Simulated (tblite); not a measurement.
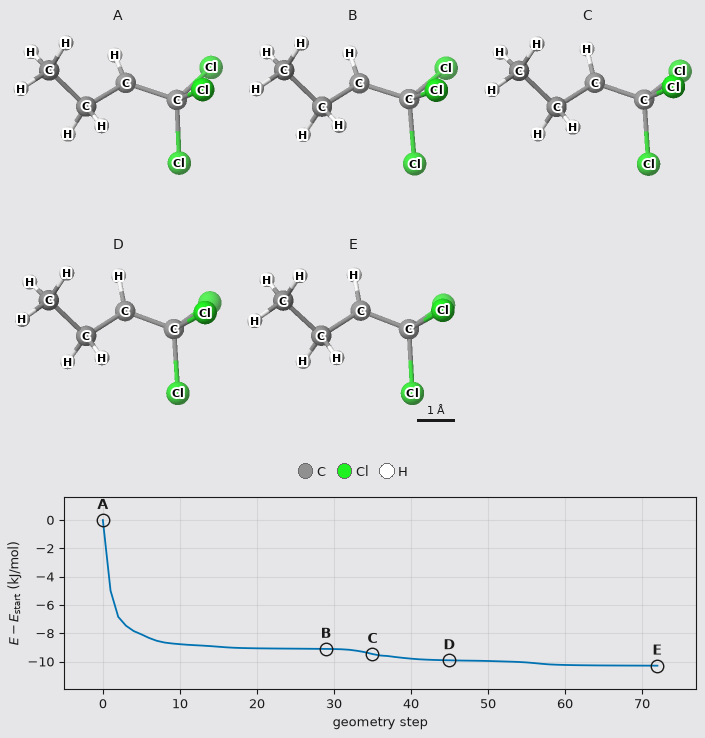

Frames of a relaxation of C4H6Cl3 (multiplicity 2), marked on the history of the run. A ball-and-stick model, seen at a tilt.

Method: tblite 0.8.0, GFN2-xTB geometry optimisation, gas phase. 

Describe the path.

Answer. After 72 geometry steps the energy has fallen by 10.3 kJ/mol. The largest move after the best rigid fit is that of an H atom, 0.43 Å. By element the largest moves are H 0.43 Å, Cl 0.33 Å, C 0.10 Å. Near-neighbour distances that change, for instance: C–Cl 1.784 → 1.918 Å, C–C 1.481 → 1.428 Å, C–C 1.496 → 1.476 Å, C–C 1.506 → 1.525 Å. Among the angles between lasting bonds that change: Cl–C–Cl 109.8° → 104.4°, C–C–Cl 110.1° → 113.8°, Cl–C–Cl 108.7° → 105.1°. Groups turn about C–C by about 25°. Cost: 0.45 s on 1 thread of Arm Neoverse V2 (shared host). From step 0 to 29: a C atom moves most (0.08 Å), energy −9.10 kJ/mol. From step 29 to 35: an H atom moves most (0.18 Å), energy −0.36 kJ/mol. From step 35 to 45: an H atom moves most (0.12 Å), energy −0.44 kJ/mol. From step 45 to 72: an H atom moves most (0.13 Å), energy −0.38 kJ/mol.

| step | E − E(0), kJ/mol |
| --- | --- |
| 0 | 0.00 |
| 1 | -4.99 |
| 2 | -6.84 |
| 3 | -7.46 |
| 4 | -7.84 |
| 5 | -8.07 |
| 6 | -8.33 |
| 7 | -8.53 |
| 8 | -8.65 |
| 9 | -8.72 |
| 10 | -8.77 |
| 13 | -8.87 |
| 17 | -9.02 |
| 20 | -9.06 |
| 23 | -9.07 |
| 26 | -9.09 |
| 30 | -9.11 |
| 33 | -9.23 |
| 36 | -9.56 |
| 39 | -9.73 |
| 43 | -9.88 |
| 46 | -9.92 |
| 49 | -9.94 |
| 52 | -9.99 |
| 56 | -10.10 |
| 59 | -10.22 |
| 62 | -10.25 |
| 65 | -10.27 |
| 69 | -10.28 |
| 72 | -10.28 |
